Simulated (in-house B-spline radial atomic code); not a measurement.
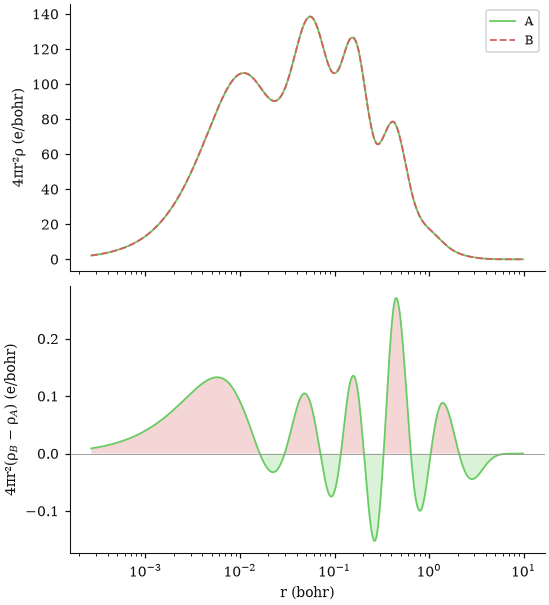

The rhenium ion Re⁺ in [Xe] 4f14 5d5 6s1 (high spin) was computed by two methods: B3LYP; exchange-only LDA. Both runs are scalar-relativistic, spin-polarised and spherical. Computed with an in-house B-spline radial code.

The plot shows both radial densities and the radial density of run B less that of run A; on the logarithmic r axis, areas aren't charges.

A is exchange-only LDA and B is B3LYP.

Question: Where does the charge move between the methods?

Answer: B holds 0.12 electrons more than A where the difference is positive (most at r = 0.45 bohr) and as many fewer where it is negative (most at r = 0.27 bohr), out of 74 electrons.
